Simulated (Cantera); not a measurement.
Charge: 1 mol Si, 2.6 mol F₂, at 0.00370 bar.

Method: chemical equilibrium by Gibbs-energy minimisation in Cantera with the NASA 1993 tables (ideal gas, pure condensed phases). Candidate condensed phases: Si; 9 gas species. Kinetics and transport are ignored.

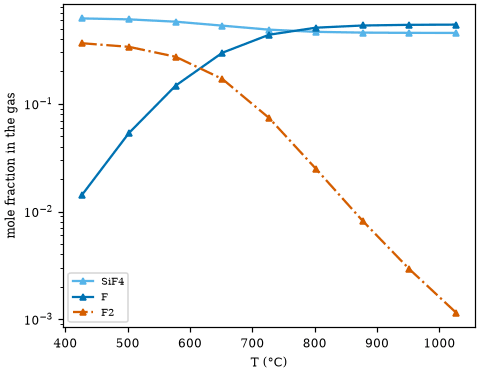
Figure. Equilibrium gas composition (values under 1e-9 drawn at 1e-9)

Question: Read off the mole fractions at 877 °C.

Answer: F about 0.53, SiF₄ about 0.46, F₂ about 0.0082.
